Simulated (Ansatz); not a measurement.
**GeF2 (SMILES [F][Ge][F]) at CCSD/STO-3G**

Aim: the energy change on altering one bond length of GeF2 at CCSD/STO-3G, from 2 runs. 

Program for the calculation: Ansatz 0.2.0.

50 further runs of the same task are left out: 17 that didn't finish, 33 set aside as unsound or not needed.

### Step 1. Starting point

GeF2 has 3 atoms, charge 0, and is taken as a singlet. SMILES: `[F][Ge][F]`. The shape comes from GFN2-xTB, which is rough for such elements, and wasn't checked as a minimum.

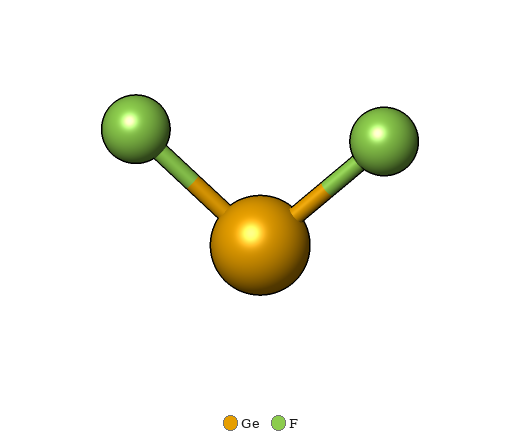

The structure, seen from a chosen angle (germanium amber, fluorine green).

### Step 2. A single-point energy at CCSD/STO-3G

File run.yaml:

```yaml
crystal:
  periodic: [false, false, false]
  atoms:
    - symbol: Ge
      position_ang: [0.004500, -0.007920, -0.812340]
    - symbol: F
      position_ang: [1.320810, -0.018750, 0.415140]
    - symbol: F
      position_ang: [-1.325320, 0.026670, 0.397200]
basis:
  gaussian: {orbitals: STO-3G}
correlation: {method: ccsd, frozen_orbitals: {F: 1, Ge: 9}}
total_charge: 0
scf: {omitted_lower_state_checks: [cluster_reference, increment]}
accuracy: high
```

Run with:

```sh
$ ansatz run run.yaml --threads 1 --pin off --max-ram 2610MiB --events-out events.jsonl --progress --plain --runs-dir runs
```

Standard output (excerpt; [...] marks lines left out):

```text
Warning: RAYON_NUM_THREADS=1 ignored (pool sized by the plan → 1); use --threads N
Functional definition: HF
  name "HF"
[...]
423 factors; integrals over basis functions are off by at most 4.6e-9 eV
[...]
mean field -61165.96183602 eV, -2247.8076376957 hartree, gradient 2.9e-8 eV, S^2 0.000000; 0 other end points of the search recorded, 0 dependent functions left out
11 core orbitals not correlated: weight in the atoms' cores, before any rotation towards them, 1.000 or more for the frozen orbitals, at most 0.000 for the correlated occupied ones
reference -61165.96183602 eV, -2247.8076376957 hartree; 14, 14 occupied and 3, 3 virtual orbitals, 423 factors
second order -2.10962098 eV of doubles, -0.00000000 eV of singles
cycle   1  -2.14236085 eV  change   -3.3e-2 eV  update   1.3e-1
[...]
cycle  21  -2.51036398 eV  change    1.1e-9 eV  update   2.6e-9
Total energy: -61168.47220000 eV, -2247.8998918705 hartree
Checks for a lower state left out: cluster_reference, increment
```

It took 0.39 s on 1 thread of Arm Neoverse V1, shared host.

### Step 3. The distorted shape, same level

File in.yaml:

```yaml
crystal:
  periodic: [false, false, false]
  atoms:
    - {symbol: Ge, position_ang: [0.336932, -0.016567, -1.114704]}
    - {symbol: F, position_ang: [1.653242, -0.027397, 0.112776]}
    - {symbol: F, position_ang: [-1.325320, 0.026670, 0.397200]}
basis:
  gaussian: {orbitals: STO-3G}
correlation: {method: ccsd, frozen_orbitals: {F: 1, Ge: 9}}
accuracy: high
scf: {omitted_lower_state_checks: [cluster_reference, increment]}
```

Run with:

```sh
$ ansatz run in.yaml --threads 1 --pin off --max-ram 2610MiB --events-out events.jsonl --progress --plain --runs-dir runs
```

Standard output (excerpt; [...] marks lines left out):

```text
Warning: RAYON_NUM_THREADS=1 ignored (pool sized by the plan → 1); use --threads N
Functional definition: HF
  name "HF"
[...]
406 factors; integrals over basis functions are off by at most 4.0e-8 eV
[...]
mean field -61163.21345132 eV, -2247.7066364208 hartree, gradient 3.7e-9 eV, S^2 0.000000; 0 other end points of the search recorded, 0 dependent functions left out; unrestricted orbitals would lower it
11 core orbitals not correlated: weight in the atoms' cores, before any rotation towards them, 1.000 or more for the frozen orbitals, at most 0.000 for the correlated occupied ones
reference -61163.21345132 eV, -2247.7066364208 hartree; 14, 14 occupied and 3, 3 virtual orbitals, 406 factors
second order -2.48457822 eV of doubles, -0.00000000 eV of singles
cycle   1  -2.74138270 eV  change   -2.6e-1 eV  update   1.6e-1
[...]
cycle  29  -3.30676611 eV  change  -5.6e-10 eV  update  9.7e-10
Total energy: -61166.52021743 eV, -2247.8281578341 hartree
Checks for a lower state left out: cluster_reference, increment
```

Wall time 0.42 s (1 thread of Arm Neoverse V1, shared host).

### Step 4. Outcome

At CCSD/STO-3G, 11 core orbitals frozen:

```
                                                          quantity           value
                                         first shape: total energy  -2247.89989 Eh
         first shape: correlation energy (11 core orbitals frozen)       -92.3 mEh
                                        first shape: T1 diagnostic           0.023
                                     distorted shape: total energy  -2247.82816 Eh
     distorted shape: correlation energy (11 core orbitals frozen)      -121.5 mEh
                                    distorted shape: T1 diagnostic           0.026
energy change with the Ge1–F3 bond stretched from 1.798 to 2.247 Å        1.952 eV
```

What this shows: With the Ge1–F3 bond stretched from 1.798 to 2.247 Å the energy rises by 1.95 eV (188 kJ/mol). The first shape isn't relaxed at this level, so the change isn't measured from a minimum. The minimal basis adds a large error of its own. The T1 diagnostic (first shape) of 0.023 is above the customary mark for such species, so a single reference may not serve. The T1 diagnostic (distorted shape) of 0.026 is above the customary mark for such species, so a single reference may not serve. The restricted solution (distorted shape) is unstable to spin breaking: an unrestricted one lies lower.
